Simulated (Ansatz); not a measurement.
**BH2I (SMILES [H]B([H])I) at MP2/STO-3G**

What is the electronic atomisation energy of BH2I at MP2/STO-3G? 

The calculation is run with Ansatz 0.2.0.

52 further runs of the same task are left out: 2 that didn't finish, 50 set aside as unsound or not needed.

## 1. The molecule

BH2I has 4 atoms, charge 0, and is taken as a singlet. SMILES: `[H]B([H])I`. The coordinates come from a GFN2-xTB relaxation.

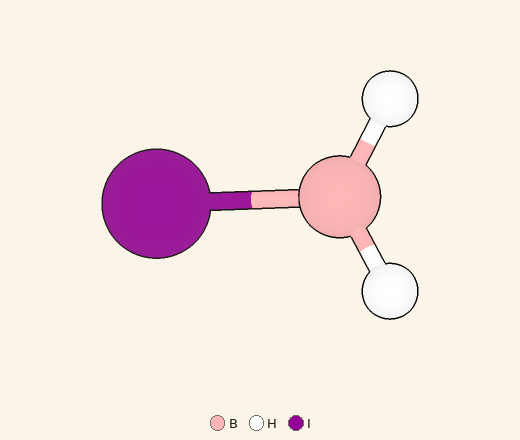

Viewed from a chosen angle; boron pink, hydrogen white, iodine purple.

## 2. The energy at MP2/STO-3G

The input, molecule.yaml:

```yaml
basis:
  gaussian: {orbitals: STO-3G}
crystal:
  periodic: [false, false, false]
  atoms:
    - {symbol: B, position_ang: [0.120270, 0.200400, 0.009210]}
    - {symbol: H, position_ang: [1.285620, 0.164580, 0.040540]}
    - {symbol: H, position_ang: [-0.456840, 1.213900, 0.007680]}
    - {symbol: I, position_ang: [-0.949040, -1.578880, -0.057440]}
correlation: {method: mp2, frozen_orbitals: {B: 1, H: 0, I: 18}}
accuracy: high
```

Started as:

```sh
$ ansatz run molecule.yaml --threads 1 --pin off --max-ram 2610MiB --events-out events.jsonl --progress --plain --runs-dir runs
```

Standard output:

```text
Warning: RAYON_NUM_THREADS=1 ignored (pool sized by the plan → 1); use --threads N
Functional definition: HF
  name "HF"
  exchange = exact_x
  correlation = 0
460 factors; integrals over basis functions are off by at most 4.4e-9 eV
mean field evaluation 1: about -187110.4447 eV, gradient 1.6e1 eV
mean field evaluation 2: about -187110.4754 eV, gradient 1.6e1 eV
mean field evaluation 4: about -187111.7847 eV, gradient 1.0e0 eV
mean field evaluation 8: about -187111.7908 eV, gradient 3.1e-6 eV
mean field -187111.79077055 eV, -6876.2314818905 hartree, gradient 5.3e-8 eV, S^2 0.000000; 0 other end points of the search recorded, 0 dependent functions left out
19 core orbitals not correlated: weight in the atoms' cores, before any rotation towards them, 1.000 or more for the frozen orbitals, at most 0.000 for the correlated occupied ones
reference -187111.79077055 eV, -6876.2314818905 hartree; 11, 11 occupied and 4, 4 virtual orbitals, 460 factors
second order -1.22107843 eV of doubles, -0.00000000 eV of singles
Total energy: -187113.01184897 eV, -6876.2763556951 hartree
```

It took 0.38 s on 1 thread of Arm Neoverse V1, shared host.

## 3. The B atom

The input, job.yaml:

```yaml
crystal:
  periodic: [false, false, false]
  atoms:
    - {symbol: B, position_ang: [0.000000, 0.000000, 0.000000]}
basis:
  gaussian: {orbitals: STO-3G}
accuracy: high
magnetization: {spin_polarized: true, initial_magnetization: 1}
correlation: {method: mp2, frozen_orbitals: {B: 1}}
```

Run the same way, it converges to -24.16765 Eh (log not shown).

## 4. The H atom: the energy at UHF/STO-3G

The input, in.yaml:

```yaml
crystal:
  periodic: [false, false, false]
  atoms:
    - {symbol: H, position_ang: [0.000000, 0.000000, 0.000000]}
basis:
  gaussian:
    orbitals: STO-3G
accuracy: high
hamiltonian:
  xc: hf
magnetization:
  spin_polarized: true
  initial_magnetization: 1
```

Run the same way, it converges to -0.46658 Eh (log not shown).

## 5. The I atom at the same level

The input, run.yaml:

```yaml
crystal:
  periodic: [false, false, false]
  atoms:
    - {symbol: I, position_ang: [0.000000, 0.000000, 0.000000]}
basis:
  gaussian:
    orbitals: STO-3G
magnetization:
  spin_polarized: true
  initial_magnetization: 1
correlation:
  method: mp2
  frozen_orbitals: {I: 18}
accuracy: high
```

Run the same way, it converges to -6850.67625 Eh (log not shown).

## 6. Results

At MP2/STO-3G, 19 core orbitals frozen:

| quantity | value |
| --- | --- |
| molecule: total energy | -6876.27636 Eh |
| molecule: correlation energy (19 core orbitals frozen) | -44.9 mEh |
| B atom: total energy | -24.16765 Eh |
| B atom: correlation energy (1 core orbital frozen) | -18.7 mEh |
| B atom: ⟨S²⟩ of the reference determinant | 0.750 |
| H atom: total energy | -0.46658 Eh |
| H atom: ⟨S²⟩ | 0.750 |
| I atom: total energy | -6850.67625 Eh |
| I atom: correlation energy (18 core orbitals frozen) | 0.0 mEh |
| I atom: ⟨S²⟩ of the reference determinant | 0.750 |
| electronic atomisation energy | 13.587 eV |

**Reading.** Taking the molecule apart into free atoms costs 13.59 eV (313 kcal/mol), before zero-point energy and without spin-orbit coupling. In a minimal basis such a difference can be off by several eV, whatever the method. Relativity is left out (molecule) although the molecule holds a heavy atom. Relativity is left out (I atom) although the molecule holds a heavy atom.
